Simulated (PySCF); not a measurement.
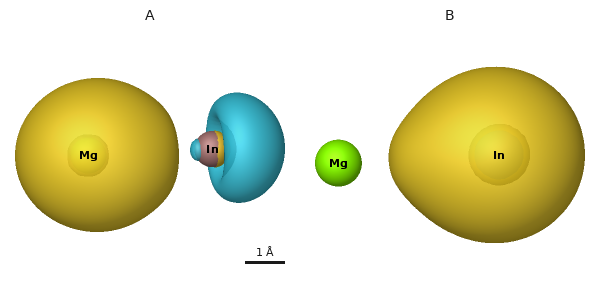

Figure 1: MgIn (charge +1). Two frontier orbitals, each drawn at the value that holds 80 % of its norm (yellow and cyan are the two phases), in no order; of a degenerate pair one member is drawn.

Core potentials replace the inner electrons of In.

Method: PySCF 2.14.0, PBE0/def2-SVP, non-relativistic Hamiltonian with scalar-relativistic core potentials where named, at a bond length of 3.322 Å.

Q: Label each orbital by symmetry, say whether it is occupied, and order them by energy.

A: Orbital B: σ, occupied, −14.54 eV; mainly on In (90 %).
Orbital A: σ, occupied, −10.17 eV; mainly on Mg (75 %).
